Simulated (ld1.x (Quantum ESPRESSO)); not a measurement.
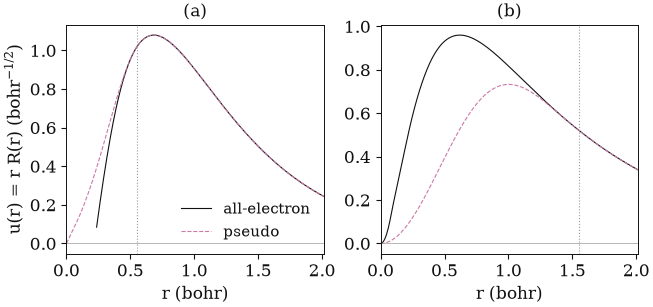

Partial waves u(r) = r R(r), all-electron (solid) and pseudo (dashed). Dotted lines mark the matching radii. The all-electron curves start outside the innermost oscillations, which aren't drawn.

ld1.x (Quantum ESPRESSO) 7.5, LDA (PZ), scalar-relativistic. The levels are (a) -36.11 eV, (b) -13.53 eV.

Question: Which element and which shells are these?

Answer: Neon (Ne), core [He], valence 2s2 2p6 (neutral): (a) 2s, (b) 2p.

Question: Are the pseudo-waves norm-conserving?

Answer: No. It is a PAW set: the norm inside the radius is free, and the augmentation charge carries the difference.
